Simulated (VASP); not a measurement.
# Gd (Gadolinium): structure and properties in VASP, part 2 of 11

Aim: relax Gd (Gadolinium), then compute properties on the relaxed cell. The start is a cell from a database of measured crystal structures.

VASP 6.6.1, plane waves and PAW; the level of theory is named at each step.

Still holding for the runs below: The k-mesh is coarse for a metal.

So far, moment of the cell, from the last line of the log (μB): step 2 (magnetic order: ferromagnetic) 15.7.

## Step 3: Magnetic order: antiferromagnetic within the cell

This step: PBEsol, DFT+U (Gd f 5 eV), spin-polarised from an antiferromagnetic start; plane waves and PAW (Gd) (VASP 6.6.1).

Next, a pattern with opposite moments.

Contents of INCAR:

```
SYSTEM = Gd
PREC = Accurate
ENCUT = 450
EDIFF = 1E-06
NELM = 150
ISMEAR = 1
SIGMA = 0.2
LREAL = .FALSE.
ALGO = Normal
GGA = PS
NBANDS = 25
ISPIN = 2
MAGMOM = 7 -7
LDAU = .TRUE.
LDAUTYPE = 2
LDAUL = 3
LDAUU = 5
LDAUJ = 0
LDAUPRINT = 1
LASPH = .TRUE.
LMAXMIX = 6
AMIX = 0.2
BMIX = 1E-04
AMIX_MAG = 0.8
BMIX_MAG = 1E-04
LORBIT = 11
LWAVE = .FALSE.
LCHARG = .FALSE.
KPAR = 4
ISIF = 2
```

Contents of POSCAR:

```
Gd
1.0
    3.6360000000      0.0000000000      0.0000000000
   -1.8180000000      3.1488683682      0.0000000000
    0.0000000000      0.0000000000      5.7826000000
Gd
2
Direct
    0.3333333333      0.6666666667      0.2500000000
    0.6666666667      0.3333333333      0.7500000000
```

Contents of KPOINTS:

```
Automatic mesh
0
Gamma
7 7 4
0 0 0
```

The projector-augmented-wave data sets are Gd (PBE family, release 64).

Run with:

```bash
$ mpirun -np 4 vasp_std
```

The log of the run:

```text
[banner, memory and clock lines left out]
running    4 mpi-ranks, on    1 nodes
 distrk:  each k-point on    1 cores,    4 groups
 distr:  one band on    1 cores,    1 groups

 POSCAR found type information on POSCAR Gd
 POSCAR found :  1 types and       2 ions
 [... a notice as in an earlier step ...]

 LDA part: xc-table for (Slater+PW92), standard interpolation
 POSCAR, INCAR and KPOINTS ok, starting setup
 FFT: planning ... GRIDC
 FFT: planning ... GRID_SOFT
 FFT: planning ... GRID
 WAVECAR not read
 entering main loop
       N       E                     dE             d eps       ncg     rms          rms(c)
DAV:   1     0.260162924722E+03    0.26016E+03   -0.11189E+04  3168   0.606E+03
DAV:   2     0.450264266066E+02   -0.21514E+03   -0.20682E+03  3402   0.482E+02
DAV:   3    -0.389998170737E+01   -0.48926E+02   -0.47921E+02  4225   0.249E+02
DAV:   4    -0.114803193932E+02   -0.75803E+01   -0.74784E+01  4695   0.863E+01
DAV:   5    -0.129906400927E+02   -0.15103E+01   -0.15066E+01  4637   0.328E+01    0.526E+01
DAV:   6    -0.224525361658E+02   -0.94619E+01   -0.11314E+01  3988   0.103E+02    0.386E+01
DAV:   7    -0.233222389573E+02   -0.86970E+00   -0.34778E+00  4566   0.248E+01    0.445E+01
DAV:   8    -0.233842446788E+02   -0.62006E-01   -0.60874E-01  3951   0.488E+00    0.556E+01
DAV:   9    -0.234380670710E+02   -0.53822E-01   -0.26127E-01  4384   0.525E+00    0.371E+01
DAV:  10    -0.234516183652E+02   -0.13551E-01   -0.83408E-02  4054   0.228E+00    0.106E+01
DAV:  11    -0.234515314734E+02    0.86892E-04   -0.27878E-02  4596   0.191E+00    0.766E+00
DAV:  12    -0.234512476781E+02    0.28380E-03   -0.50808E-03  4272   0.797E-01    0.698E+00
DAV:  13    -0.234518291945E+02   -0.58152E-03   -0.55674E-03  4574   0.115E+00    0.258E+00
DAV:  14    -0.234519743292E+02   -0.14513E-03   -0.11645E-03  4304   0.316E-01    0.600E-01
DAV:  15    -0.234519522139E+02    0.22115E-04   -0.35880E-04  4316   0.284E-01    0.353E-01
DAV:  16    -0.234519574285E+02   -0.52146E-05   -0.11034E-04  4480   0.136E-01    0.209E-01
DAV:  17    -0.234519583401E+02   -0.91154E-06   -0.37699E-05  3720   0.439E-02    0.115E-01
DAV:  18    -0.234519583251E+02    0.15028E-07   -0.20305E-05  4192   0.505E-02    0.699E-03
DAV:  19    -0.234519589266E+02   -0.60152E-06   -0.59408E-06  3224   0.185E-02
   1 F= -.23451959E+02 E0= -.23453480E+02  d E =0.456466E-02  mag=     0.0000
```

Wall time 52 s (4 MPI ranks of Intel Xeon Platinum 8259CL at 2.50GHz (Skylake/Cascade Lake), shared host); peak memory 0.87 GiB; 2.7 min of CPU time.

OUTCAR, selected parts (step 3):

```text
 Found     24 irreducible k-points:

   k-points           NKPTS =     24   k-points in BZ     NKDIM =     24   number of bands    NBANDS=     25

   NELECT =      36.0000    total number of electrons

atom =   1  type =  1  l = 3

 onsite density matrix

spin component  1

  0.9898 -0.0000  0.0000 -0.0000 -0.0000 -0.0000 -0.0000
 -0.0000  0.9895 -0.0000 -0.0000 -0.0000  0.0000  0.0000
  0.0000 -0.0000  0.9893 -0.0000 -0.0000 -0.0000  0.0000
 -0.0000 -0.0000 -0.0000  0.9893 -0.0000  0.0000  0.0000
 -0.0000 -0.0000 -0.0000 -0.0000  0.9893 -0.0000  0.0000
 -0.0000  0.0000 -0.0000  0.0000 -0.0000  0.9895 -0.0000
 -0.0000  0.0000  0.0000  0.0000  0.0000 -0.0000  0.9891

spin component  2

  0.0010  0.0000  0.0000 -0.0000 -0.0000 -0.0000  0.0000
  0.0000  0.0020  0.0000 -0.0000 -0.0000  0.0000 -0.0000
  0.0000  0.0000  0.0008 -0.0000 -0.0000  0.0000  0.0000
 -0.0000 -0.0000 -0.0000  0.0042 -0.0000  0.0000  0.0000
 -0.0000 -0.0000 -0.0000 -0.0000  0.0008 -0.0000  0.0000
 -0.0000  0.0000  0.0000  0.0000 -0.0000  0.0020  0.0000
  0.0000 -0.0000  0.0000  0.0000  0.0000  0.0000  0.0004

 occupancies and eigenvectors

  o =  0.0004  v =  0.0000  0.0000  0.0000  0.0000  0.0000  0.0000  0.0000 -0.0000  0.0000 -0.0000  0.0000 -0.0000  0.0000  1.0000      0.0000  0.0000  0.0000  0.0000  0.0000  0.0000  0.0000  0.0000  0.0000  0.0000  0.0000  0.0000  0.0000  0.0000
  o =  0.0008  v =  0.0000  0.0000  0.0000  0.0000  0.0000  0.0000  0.0000  0.0000 -0.0000 -0.0001 -0.0000 -1.0000 -0.0000 -0.0000      0.0000  0.0000  0.0000  0.0000  0.0000  0.0000  0.0000  0.0000  0.0000  0.0000  0.0000  0.0000  0.0000  0.0000
  o =  0.0008  v =  0.0000  0.0000  0.0000  0.0000  0.0000  0.0000  0.0000  0.0000  0.0000 -1.0000 -0.0000  0.0001  0.0000  0.0000      0.0000  0.0000  0.0000  0.0000  0.0000  0.0000  0.0000  0.0000  0.0000  0.0000  0.0000  0.0000  0.0000  0.0000
  o =  0.0010  v =  0.0000  0.0000  0.0000  0.0000  0.0000  0.0000  0.0000  1.0000 -0.0000  0.0000  0.0000 -0.0000  0.0000  0.0000      0.0000  0.0000  0.0000  0.0000  0.0000  0.0000  0.0000  0.0000  0.0000  0.0000  0.0000  0.0000  0.0000  0.0000
  o =  0.0020  v =  0.0000  0.0000  0.0000  0.0000  0.0000  0.0000  0.0000  0.0000  1.0000  0.0000  0.0000 -0.0000 -0.0004 -0.0000      0.0000  0.0000  0.0000  0.0000  0.0000  0.0000  0.0000  0.0000  0.0000  0.0000  0.0000  0.0000  0.0000  0.0000
  o =  0.0020  v =  0.0000  0.0000  0.0000  0.0000  0.0000  0.0000  0.0000 -0.0000  0.0004 -0.0000 -0.0000 -0.0000  1.0000 -0.0000      0.0000  0.0000  0.0000  0.0000  0.0000  0.0000  0.0000  0.0000  0.0000  0.0000  0.0000  0.0000  0.0000  0.0000
  o =  0.0042  v =  0.0000  0.0000  0.0000  0.0000  0.0000  0.0000  0.0000  0.0000  0.0000  0.0000 -1.0000 -0.0000 -0.0000 -0.0000      0.0000  0.0000  0.0000  0.0000  0.0000  0.0000  0.0000  0.0000  0.0000  0.0000  0.0000  0.0000  0.0000  0.0000
  o =  0.9891  v =  0.0000  0.0000 -0.0000  0.0000 -0.0000  0.0000  1.0000  0.0000  0.0000  0.0000  0.0000  0.0000  0.0000  0.0000      0.0000  0.0000  0.0000  0.0000  0.0000  0.0000  0.0000  0.0000  0.0000  0.0000  0.0000  0.0000  0.0000  0.0000
  o =  0.9893  v = -0.0000 -0.0000 -0.0000 -1.0000  0.0000  0.0000  0.0000  0.0000  0.0000  0.0000  0.0000  0.0000  0.0000  0.0000      0.0000  0.0000  0.0000  0.0000  0.0000  0.0000  0.0000  0.0000  0.0000  0.0000  0.0000  0.0000  0.0000  0.0000
  o =  0.9893  v =  0.0000 -0.0000  0.0000  0.0000  1.0000  0.0000  0.0000  0.0000  0.0000  0.0000  0.0000  0.0000  0.0000  0.0000      0.0000  0.0000  0.0000  0.0000  0.0000  0.0000  0.0000  0.0000  0.0000  0.0000  0.0000  0.0000  0.0000  0.0000
  o =  0.9893  v = -0.0000  0.0000  1.0000 -0.0000 -0.0000  0.0000 -0.0000  0.0000  0.0000  0.0000  0.0000  0.0000  0.0000  0.0000      0.0000  0.0000  0.0000  0.0000  0.0000  0.0000  0.0000  0.0000  0.0000  0.0000  0.0000  0.0000  0.0000  0.0000
  o =  0.9895  v = -0.0000  0.6492 -0.0000 -0.0000  0.0000 -0.7606  0.0000  0.0000  0.0000  0.0000  0.0000  0.0000  0.0000  0.0000      0.0000  0.0000  0.0000  0.0000  0.0000  0.0000  0.0000  0.0000  0.0000  0.0000  0.0000  0.0000  0.0000  0.0000
  o =  0.9895  v = -0.0000 -0.7606  0.0000 -0.0000 -0.0000 -0.6492  0.0000  0.0000  0.0000  0.0000  0.0000  0.0000  0.0000  0.0000      0.0000  0.0000  0.0000  0.0000  0.0000  0.0000  0.0000  0.0000  0.0000  0.0000  0.0000  0.0000  0.0000  0.0000
  o =  0.9898  v =  1.0000 -0.0000  0.0000 -0.0000 -0.0000 -0.0000 -0.0000  0.0000  0.0000  0.0000  0.0000  0.0000  0.0000  0.0000      0.0000  0.0000  0.0000  0.0000  0.0000  0.0000  0.0000  0.0000  0.0000  0.0000  0.0000  0.0000  0.0000  0.0000

atom =   2  type =  1  l = 3

 onsite density matrix

spin component  1

  0.0010 -0.0000  0.0000  0.0000 -0.0000 -0.0000  0.0000
 -0.0000  0.0020  0.0000  0.0000 -0.0000  0.0000 -0.0000
  0.0000  0.0000  0.0008 -0.0000 -0.0000  0.0000  0.0000
  0.0000  0.0000 -0.0000  0.0042 -0.0000  0.0000  0.0000
 -0.0000 -0.0000 -0.0000 -0.0000  0.0008  0.0000  0.0000
 -0.0000  0.0000  0.0000  0.0000  0.0000  0.0020  0.0000
  0.0000 -0.0000  0.0000  0.0000  0.0000  0.0000  0.0004

spin component  2

  0.9898  0.0000  0.0000  0.0000 -0.0000 -0.0000  0.0000
  0.0000  0.9895 -0.0000 -0.0000  0.0000  0.0000  0.0000
  0.0000 -0.0000  0.9893 -0.0000 -0.0000 -0.0000  0.0000
  0.0000 -0.0000 -0.0000  0.9893 -0.0000  0.0000  0.0000
[...]
o =  0.0008  v = -0.0000 -0.0000  1.0000  0.0000 -0.0001 -0.0000  0.0000  0.0000  0.0000  0.0000  0.0000  0.0000  0.0000  0.0000      0.0000  0.0000  0.0000  0.0000  0.0000  0.0000  0.0000  0.0000  0.0000  0.0000  0.0000  0.0000  0.0000  0.0000
  o =  0.0010  v =  1.0000  0.0000  0.0000 -0.0000 -0.0000  0.0000  0.0000  0.0000  0.0000  0.0000  0.0000  0.0000  0.0000  0.0000      0.0000  0.0000  0.0000  0.0000  0.0000  0.0000  0.0000  0.0000  0.0000  0.0000  0.0000  0.0000  0.0000  0.0000
  o =  0.0020  v =  0.0000 -1.0000 -0.0000 -0.0000  0.0000  0.0002  0.0000  0.0000  0.0000  0.0000  0.0000  0.0000  0.0000  0.0000      0.0000  0.0000  0.0000  0.0000  0.0000  0.0000  0.0000  0.0000  0.0000  0.0000  0.0000  0.0000  0.0000  0.0000
  o =  0.0020  v =  0.0000 -0.0002 -0.0000  0.0000  0.0000 -1.0000  0.0000  0.0000  0.0000  0.0000  0.0000  0.0000  0.0000  0.0000      0.0000  0.0000  0.0000  0.0000  0.0000  0.0000  0.0000  0.0000  0.0000  0.0000  0.0000  0.0000  0.0000  0.0000
  o =  0.0042  v =  0.0000  0.0000  0.0000  1.0000 -0.0000  0.0000 -0.0000  0.0000  0.0000  0.0000  0.0000  0.0000  0.0000  0.0000      0.0000  0.0000  0.0000  0.0000  0.0000  0.0000  0.0000  0.0000  0.0000  0.0000  0.0000  0.0000  0.0000  0.0000
  o =  0.9891  v =  0.0000  0.0000  0.0000  0.0000  0.0000  0.0000  0.0000 -0.0000 -0.0000 -0.0000  0.0000 -0.0000 -0.0000  1.0000      0.0000  0.0000  0.0000  0.0000  0.0000  0.0000  0.0000  0.0000  0.0000  0.0000  0.0000  0.0000  0.0000  0.0000
  o =  0.9893  v =  0.0000  0.0000  0.0000  0.0000  0.0000  0.0000  0.0000  0.0000 -0.0000 -0.0000 -1.0000  0.0000  0.0000  0.0000      0.0000  0.0000  0.0000  0.0000  0.0000  0.0000  0.0000  0.0000  0.0000  0.0000  0.0000  0.0000  0.0000  0.0000
  o =  0.9893  v =  0.0000  0.0000  0.0000  0.0000  0.0000  0.0000  0.0000 -0.0000 -0.0000 -0.0000 -0.0000 -1.0000 -0.0000 -0.0000      0.0000  0.0000  0.0000  0.0000  0.0000  0.0000  0.0000  0.0000  0.0000  0.0000  0.0000  0.0000  0.0000  0.0000
  o =  0.9893  v =  0.0000  0.0000  0.0000  0.0000  0.0000  0.0000  0.0000  0.0000 -0.0000 -1.0000  0.0000  0.0000 -0.0000  0.0000      0.0000  0.0000  0.0000  0.0000  0.0000  0.0000  0.0000  0.0000  0.0000  0.0000  0.0000  0.0000  0.0000  0.0000
  o =  0.9895  v =  0.0000  0.0000  0.0000  0.0000  0.0000  0.0000  0.0000 -0.0000  0.9987 -0.0000 -0.0000 -0.0000 -0.0504  0.0000      0.0000  0.0000  0.0000  0.0000  0.0000  0.0000  0.0000  0.0000  0.0000  0.0000  0.0000  0.0000  0.0000  0.0000
  o =  0.9895  v =  0.0000  0.0000  0.0000  0.0000  0.0000  0.0000  0.0000  0.0000  0.0504 -0.0000  0.0000 -0.0000  0.9987  0.0000      0.0000  0.0000  0.0000  0.0000  0.0000  0.0000  0.0000  0.0000  0.0000  0.0000  0.0000  0.0000  0.0000  0.0000
  o =  0.9898  v =  0.0000  0.0000  0.0000  0.0000  0.0000  0.0000  0.0000  1.0000  0.0000  0.0000  0.0000 -0.0000 -0.0000  0.0000      0.0000  0.0000  0.0000  0.0000  0.0000  0.0000  0.0000  0.0000  0.0000  0.0000  0.0000  0.0000  0.0000  0.0000

 E-fermi :   2.8533

 spin component 1
 k-point     1 :       0.0000    0.0000    0.0000
  band No.  band energies     occupation
    ...
     13      -4.5838      1.00000
     14      -4.5838      1.00000
     15      -4.5452      1.00000
     16      -1.8700      1.00000
     17       0.8280      1.00000
     18       4.2619     -0.00000
     19       4.2656     -0.00000
     20       4.2656     -0.00000
     21       4.7933     -0.00000
     22       5.3155     -0.00000
    ...

 k-point     2 :       0.1429   -0.0000    0.0000
  band No.  band energies     occupation
    ...
     13      -4.5927      1.00000
     14      -4.5860      1.00000
     15      -4.5599      1.00000
     16      -1.3915      1.00000
     17       1.2761      1.00000
     18       3.6083     -0.00000
     19       3.6525     -0.00000
     20       4.6948     -0.00000
     21       4.7085     -0.00000
     22       5.0436     -0.00000
    ...

 k-point     3 :       0.2857    0.0000    0.0000
  band No.  band energies     occupation
    ...
     14      -4.5880      1.00000
     15      -4.5774      1.00000
     16      -0.2071      1.00000
     17       1.8831      1.00000
     18       2.6067      1.03545
     19       3.0819     -0.03431
     20       4.3404     -0.00000
     21       4.6472     -0.00000
     22       4.6784     -0.00000
     23       5.5092     -0.00000
    ...

 k-point     4 :       0.4286   -0.0000    0.0000
  band No.  band energies     occupation
    ...
     14      -4.5803      1.00000
     15      -4.5772      1.00000
     16       0.8375      1.00000
     17       1.6714      1.00000
     18       1.9507      1.00000
     19       3.1476     -0.02890
     20       4.3425     -0.00000
     21       4.4037     -0.00000
     22       4.9347     -0.00000
     23       5.5251     -0.00000
    ...

  Total       -1.0713509     -1.0713509     -0.5564099      0.0000000      0.0000000      0.0000000
  in kB      -25.9263155    -25.9263155    -13.4649233      0.0000000      0.0000000      0.0000000
  external PRESSURE =     -21.7725181 kB  Pullay stress =       0.0000000 kB

 POSITION                                       TOTAL-FORCE (eV/Angst)
 -----------------------------------------------------------------------------------
     -0.00000      2.09925      1.44565        -0.000000     -0.000000      0.000000
      1.81800      1.04962      4.33695         0.000000      0.000000      0.000000
 -----------------------------------------------------------------------------------
    total drift:                                0.000000     -0.000000      0.000000

  FREE ENERGIE OF THE ION-ELECTRON SYSTEM (eV)
  ---------------------------------------------------
  free  energy   TOTEN  =       -23.4519589266 eV

  energy  without entropy=      -23.4565235860  energy(sigma->0) =      -23.45348048

 total charge
# of ion       s       p       d       f       tot
--------------------------------------------------
    1        2.074   5.547   0.606   6.932  15.159
    2        2.074   5.547   0.606   6.932  15.159
--------------------------------------------------
tot          4.149  11.094   1.212  13.863  30.318

 magnetization (x)
# of ion       s       p       d       f       tot
--------------------------------------------------
    1        0.010  -0.064   0.203   6.909   7.059
    2       -0.010   0.064  -0.203  -6.909  -7.059
--------------------------------------------------
tot          0.000   0.000   0.000   0.000   0.000

[... 8 parts as in an earlier step ...]

[... 7 further parts left out ...]
```

At this level the cell is under a tension of 2.2 GPa, so at these settings it is away from equilibrium.

Numbers from this step:

```yaml
scf_cycles: 19
bands: 25
free_energy_toten: -23.45 eV
energy_at_zero_smearing: -23.45 eV
fermi_energy: 2.853 eV
pressure: -2.177 GPa
```

Spin moment in the PAW sphere by atom:

```tsv
atom	spin moment in the PAW sphere (μB)
Gd1	7.06
Gd2	-7.06
```

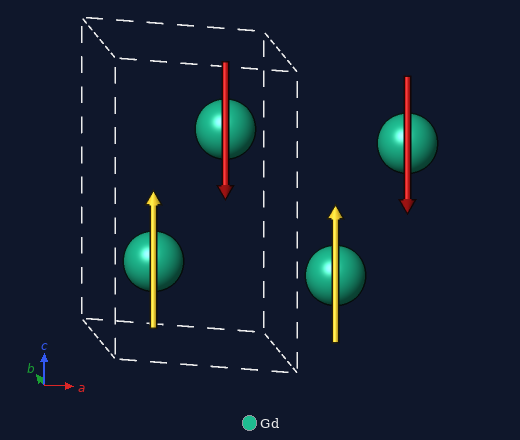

Spin moment in the PAW sphere as arrows, the longest 7.06 μB. Up and down stand for the sign. Arrows give size and sign along the axis of quantisation, drawn up and down the page. The two directions have two colours. 2×1×1 cells are drawn.

The energy lies +38.6 meV an atom from the first pattern. The run ends antiferromagnetic with a largest moment of 7.06 μB, and the mesh shows no gap.

(Part 2 of 11 ends here.)

[Lines on the potential files, build, host, timing and source positions are cut from VASP's logs without a mark.]

[Logs are printed without paths, hosts, clocks, repeated set-up lines and the standing remarks that a program may print on its own settings, such as how far it seeks lower states.]

[Hosts, paths, dates, database ids (printed as entryN), source tags and the programs' standing remarks are cut or masked in the printed files.]

[A measured line is paired with the nearest computed mode of its activity, which favours agreement.]
